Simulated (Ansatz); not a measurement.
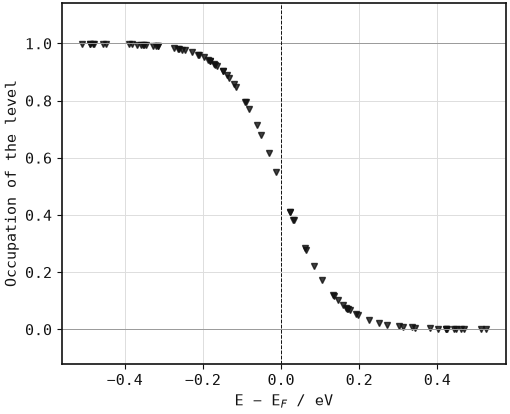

Occupations of the one-electron levels of the k mesh against their energy, from a run on MgH2N2, space group C2/m, 5 atoms in the cell, with Ansatz.

### Name the smearing function and its width.

Fermi-Dirac smearing with a width of 0.067 eV. The occupations stay between 0 and 1 and have long exponential tails; the slope at the Fermi level is 1/(4 × width).
